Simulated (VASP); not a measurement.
Band structure of SiSe$_{2}$ (relaxed from the SiS2 structure, space group Ibam). These are PBE GGA, VASP's PBE PAW potentials (set 64) (plane waves; VASP) values and carry that method's errors.

Without a dispersion term in the relaxation, distances and binding between the weakly bound layers, chains or molecules are unreliable, and so is what depends on them.

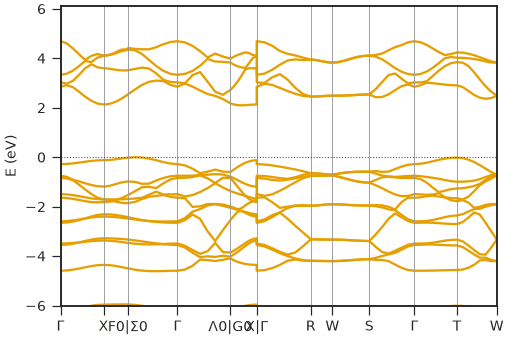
Figure. Bands along high-symmetry lines, zero at the valence-band maximum or, without a gap, the Fermi level

Q: Read the plot: is there a gap, and where are the band edges?

A: The gap is indirect, 2.10 eV, from the valence maximum at Σ0-Γ at 0.14 to the conduction minimum at G0-X at 0.43. (Edges off the drawn lines would not show.)

The structure was generated: SiSe2 was put into the SiS2 type (Ibam), which need not be its known phase. It was relaxed first, which changed the volume by +14 %.
